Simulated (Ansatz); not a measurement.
# C2H3AlBF (SMILES [F][AlH][C]1=CB1): what the fields show

Input file:

```
basis:
  gaussian: {orbitals: def2-TZVPD}
crystal:
  periodic: [false, false, false]
  atoms:
    - {symbol: C, position_ang: [0.243942, -1.107730, 0.074239]}
    - {symbol: C, position_ang: [1.548238, -0.702170, -0.013758]}
    - {symbol: Al, position_ang: [-1.260457, -1.741751, 1.083806]}
    - {symbol: B, position_ang: [0.814032, -0.735406, -1.273306]}
    - {symbol: F, position_ang: [-2.296688, -0.605328, 1.727190]}
    - {symbol: H, position_ang: [-1.628931, -3.262772, 1.263421]}
    - {symbol: H, position_ang: [2.377328, -0.556902, 0.685296]}
    - {symbol: H, position_ang: [0.672658, -0.603175, -2.450335]}
total_charge: 0
hamiltonian: {xc: pbe0}
output: {forces: true, orbitals: {seedname: orbitals}}
```

Run with:

```sh
ansatz run input.yaml --threads 1 --pin off --max-ram 2610MiB --events-out events.jsonl --progress --plain --runs-dir runs
```

Geometry: r2SCAN-D4/def2-SVP.

These are results of Ansatz 0.2.0, isolated molecule in a Gaussian basis; Kohn-Sham density functional theory, functional PBE0, not measurements.

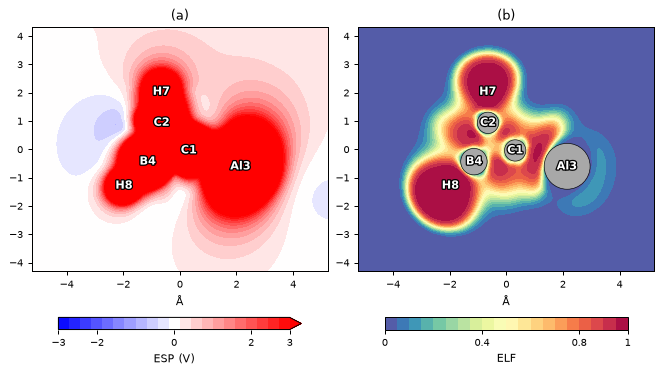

Figure 1. (a) electrostatic potential; (b) ELF on the plane of atoms C2, B4 and H8. Grey discs cover the atomic cores in the ELF map.

Q: Describe what can be read from this map.

A: Atoms in the plane: C, Al, B and H.
C–C (1.37 Å): the ELF peaks at about 0.85 between the atoms (a covalent bond).
C–B (1.46 Å): the ELF peaks at about 0.85 between the atoms, as expected for localised, covalent bonding.
C–Al (1.92 Å): the ELF peaks at about 0.95 between the atoms: a polar covalent bond.
C–H (1.09 Å): the ELF climbs to about 1 towards the hydrogen, as it does in any bond to H; an ordinary covalent bond to hydrogen.
C–B (1.51 Å): the ELF peaks at about 0.80 between the atoms; a covalent bond.
Outside the dense part of the molecule the potential is most negative (−0.7 V) near C2.

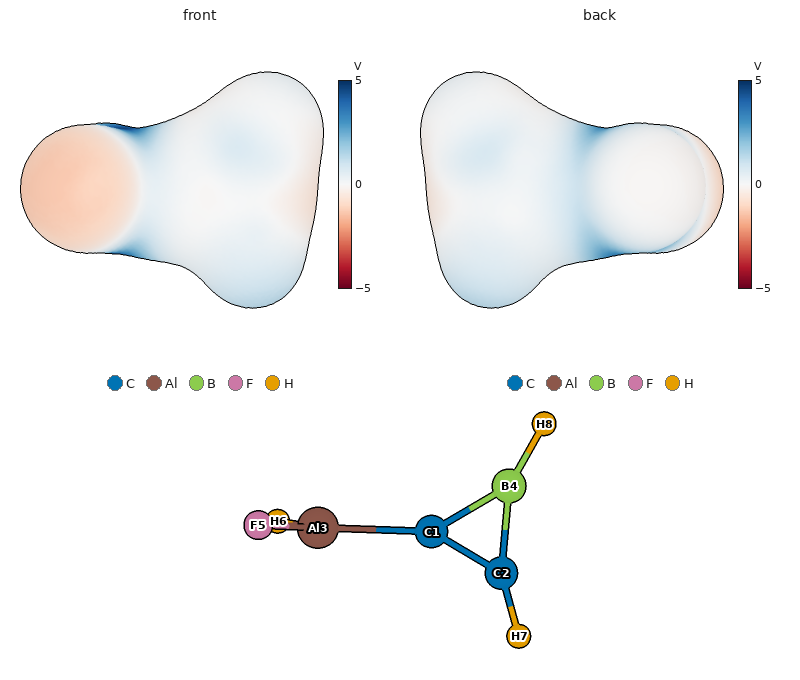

Figure 2. The electrostatic potential painted on the density surface at 0.002 e/bohr³, seen from the front and from behind; the colour scale runs from red (negative) to blue (positive). The bare structure is drawn below in the same view.

Q: Which sites attract a positive test charge, and which a negative one?

A: A positive charge is drawn to the negative regions and a negative charge to the positive ones. The most negative region (about −1.3 V) lies over F5, the most positive (about +4.2 V) over Al3.

Q: How polar is the molecule by this calculation?

A: Its dipole moment is 1.65 D.

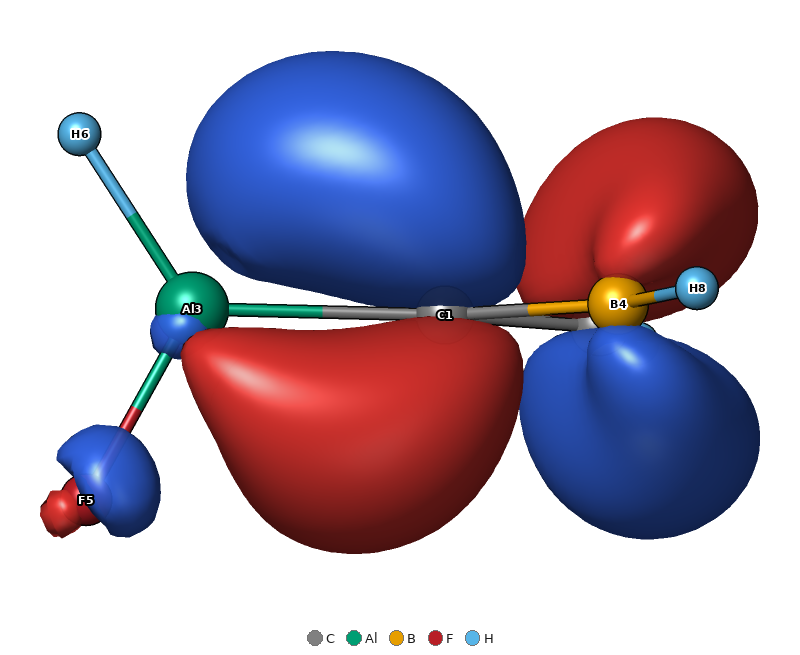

Figure 3. One frontier orbital at ±0.1 Å⁻³ᐟ² (blue and red are the two phases), seen from one side.

Q: Which orbital is it: HOMO or LUMO?

A: The LUMO, at −1.23 eV. It lies mainly on C1 (about 30 %), C2 (about 25 %), Al3 (about 25 %) and B4 (about 10 %).
